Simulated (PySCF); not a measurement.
CrO₃ (SMILES [O]=[Cr](=[O])=[O])

The calculation's input:

```
{"job": {"kind": "sp", "xc": "B3LYP", "basis": "ma-def2-SVP", "d3": "d3bj", "grid": 2}, "charge": 0, "multiplicity": 1}
Cr    -0.029501     0.037233     0.276278
O     -1.385798    -0.538345    -0.210953
O      1.159100    -0.951677     0.143658
O      0.276463     1.462759    -0.255380
```

Command:

```sh
OMP_NUM_THREADS=1 python redox_run.py task.json out
```

Geometry: PBE0-D3(BJ)/def2-SVP.

These are results of PySCF, DFT single point, gas phase, functional B3LYP, not measurements.

Q: Predict the electron density and electron localisation function between the atoms.

A: Cr–O (1.55 Å): the density is about 2.1 e/Å³ at the midpoint; the ELF peaks at about 0.80 in the valence shell of O, 0.5 Å from its nucleus, and drops to about 0.35 between the two atoms.

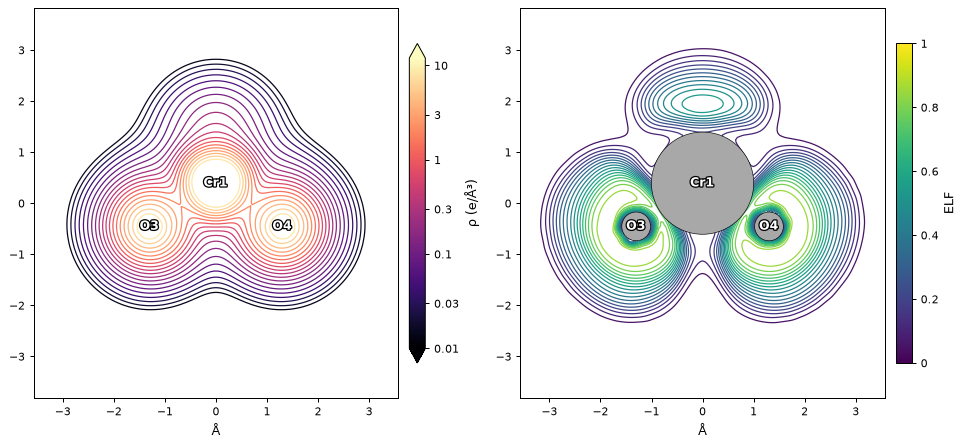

Computed electron density and electron localisation function on the plane of atoms O3, Cr1 and O4, in this order. Grey discs cover the atomic cores in the ELF map. 
